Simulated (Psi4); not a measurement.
# TiO2 (titanium dioxide) at wB97X-V/aug-cc-pVDZ

What is the vertical ionisation energy of TiO2 (titanium dioxide) at wB97X-V/aug-cc-pVDZ? 

Program for the calculation: Psi4 1.11.

1 further run of the same task is left out (set aside as unsound or not needed).

### 1 Starting point

TiO2: 3 atoms, total charge 0, spin state singlet. As SMILES, `[O]=[Ti]=[O]`. Geometry: relaxed at PBE0-D4/def2-TZVP.

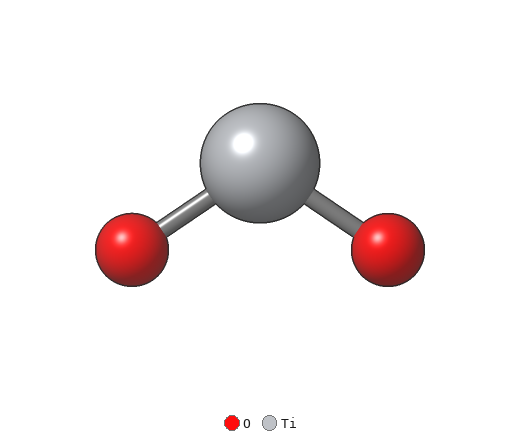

The structure, seen from a chosen angle (oxygen red, titanium light grey).

### 2 A single-point energy at wB97X-V/aug-cc-pVDZ

The input, o2ti.xyz:

```xyz
3
O2Ti
O      0.921000     0.928800     0.444600
Ti     0.135000    -0.492000     0.331600
O     -1.056100    -0.436800    -0.776200
```

The input, o2ti.py:

```python
import psi4

psi4.set_memory(1600000000)
psi4.set_num_threads(1)
psi4.set_output_file('o2ti.out', False)

with open('o2ti.xyz') as f:
    atoms = ''.join(f.readlines()[2:])
geom = psi4.geometry('0 1\n' + atoms + 'symmetry c1')

options = {'basis': 'aug-cc-pVDZ', 'puream': True, 'e_convergence': 1e-09, 'd_convergence': 1e-08, 'scf_type': 'pk', 'dft_radial_points': 99, 'dft_spherical_points': 590}
psi4.set_options(options)

E, wfn = psi4.energy("wb97x-v", return_wfn=True)
print(f'total energy {E:.8f} hartree = {E * 27.211386:.5f} eV')
```

Run with:

```sh
python o2ti.py
```

o2ti.out:

```text
[...]
  Running in c1 symmetry.
[...]
  Nuclear repulsion =  127.009919010096411
[...]
  Multiplicity = 1
[...]
  Nalpha       = 19
  Nbeta        = 19
[...]
    Number of basis functions: 105
[...]
   @RKS iter   1:  -998.94483319569645   -5.45846e-01   1.35263e-02 DIIS/ADIIS
[...]
   @RKS iter  15:  -999.80978347696350   -1.00044e-11   7.23345e-09 DIIS
[...]
    Orbital Energies [Eh]
    ---------------------
    Doubly Occupied:
       1A   -178.826808     2A    -19.986907     3A    -19.189334
       4A    -19.189313     5A    -16.695511     6A    -16.695205
       7A    -16.690860     8A     -2.514024     9A     -1.638441
      10A     -1.633374    11A     -1.621597    12A     -0.981327
      13A     -0.964282    14A     -0.453608    15A     -0.436982
      16A     -0.425005    17A     -0.406028    18A     -0.394158
      19A     -0.357232
[...]
  @RKS Final Energy:  -999.80978347696350
   => Energetics <=
    Nuclear Repulsion Energy =            127.0099190100964108
    One-Electron Energy =               -1625.1400519184151108
    Two-Electron Energy =                 542.7399888581398955
    DFT Exchange-Correlation Energy =     -44.5772018681176760
    Empirical Dispersion Energy =           0.0000000000000000
    VV10 Nonlocal Energy =                  0.1575624413329579
    Total Energy =                       -999.8097834769635028
[...]
 Multipole Moments:
 ------------------------------------------------------------------------------------
     Multipole            Electronic (a.u.)      Nuclear  (a.u.)        Total (a.u.)
 ------------------------------------------------------------------------------------
 L = 1.  Multiply by 2.5417464519 to convert [e a0] to [Debye]
 Dipole X            :          2.1668622           -0.7262448            1.4406174
 Dipole Y            :         -3.4584848            1.1590460           -2.2994388
 Dipole Z            :         -0.0000000            0.0000000           -0.0000000
 Magnitude           :                                                    2.7134475
[...]
```

On the terminal:

```text
total energy -999.80978348 hartree = -27206.20994 eV
```

Wall time 2.6 min (1 thread of Intel Xeon Platinum 8488C (Sapphire Rapids), shared host); peak memory 1.7 GiB.

### 3 The doublet cation at the same level

The input, job.inp:

```
memory 1600 MB

molecule {
  1 2
  O      0.921000     0.928800     0.444600
  Ti     0.135000    -0.492000     0.331600
  O     -1.056100    -0.436800    -0.776200
  symmetry c1
}

set basis aug-cc-pVDZ
set reference uks
set puream true
set e_convergence 1e-09
set d_convergence 1e-08
set scf_type pk
set dft_radial_points 99
set dft_spherical_points 590
set maxiter 100

E = energy("wb97x-v")
print_variables()
```

Run with:

```sh
psi4 -i job.inp -o job.out -n 1
```

job.out:

```text
[...]
  Running in c1 symmetry.
[...]
  Nuclear repulsion =  127.009919010096411
[...]
  Multiplicity = 2
[...]
  Nalpha       = 19
  Nbeta        = 18
[...]
    Number of basis functions: 105
[...]
   @UKS iter   1:  -998.89117178407116   -4.92185e-01   1.02043e-02 DIIS/ADIIS
[...]
   @UKS iter  19:  -999.44837906670080   -4.09273e-12   7.68983e-09 DIIS
[...]
   @S^2 Observed:                8.348123445E-01
[...]
    Orbital Energies [Eh]
    ---------------------
    Alpha Occupied:
       1A   -179.133506     2A    -20.291459     3A    -19.539132
       4A    -19.539088     5A    -17.001763     6A    -16.999570
       7A    -16.995253     8A     -2.809747     9A     -1.937327
      10A     -1.924451    11A     -1.915478    12A     -1.325044
      13A     -1.307101    14A     -0.802201    15A     -0.754101
      16A     -0.742111    17A     -0.726862    18A     -0.724205
      19A     -0.716232
    Alpha Virtual:
      20A     -0.260554    21A     -0.249579    22A     -0.238429
      23A     -0.203989    24A     -0.163959    25A     -0.133306
[...]
  @UKS Final Energy:  -999.44837906670080
   => Energetics <=
    Nuclear Repulsion Energy =            127.0099190100964108
    One-Electron Energy =               -1613.3267377070890234
    Two-Electron Energy =                 531.1125995091899767
    DFT Exchange-Correlation Energy =     -44.3990576301706739
    Empirical Dispersion Energy =           0.0000000000000000
    VV10 Nonlocal Energy =                  0.1548977512725231
    Total Energy =                       -999.4483790667007952
[...]
 Multipole Moments:
 ------------------------------------------------------------------------------------
     Multipole            Electronic (a.u.)      Nuclear  (a.u.)        Total (a.u.)
 ------------------------------------------------------------------------------------
 L = 1.  Multiply by 2.5417464519 to convert [e a0] to [Debye]
 Dipole X            :          1.8281932           -0.7262448            1.1019484
 Dipole Y            :         -2.9171020            1.1590460           -1.7580560
 Dipole Z            :          0.0000000            0.0000000            0.0000000
 Magnitude           :                                                    2.0748617
[...]
```

Run time: 2.6 min. Hardware: 1 thread of Intel Xeon Platinum 8488C (Sapphire Rapids), shared host; peak memory 1.7 GiB.

### 4 Results

At wB97X-V/aug-cc-pVDZ:

| quantity | value |
| --- | --- |
| singlet TiO2: total energy | -999.80978 Eh |
| singlet TiO2: dipole moment | 6.90 D |
| singlet TiO2: HOMO energy | -9.72 eV |
| singlet TiO2: LUMO energy | -1.17 eV |
| singlet TiO2: HOMO–LUMO gap | 8.55 eV |
| doublet cation: total energy | -999.44838 Eh |
| doublet cation: HOMO energy (highest over α and β) | -18.73 eV |
| doublet cation: LUMO energy (lowest over α and β) | -9.98 eV |
| doublet cation: ⟨S²⟩ | 0.835 |
| vertical ionisation energy (to the doublet cation) | 9.834 eV |

In words: Removing an electron at fixed nuclei costs 9.83 eV (227 kcal/mol). −ε(HOMO) before ionisation, 9.72 eV, is 0.11 eV below this ionisation energy.
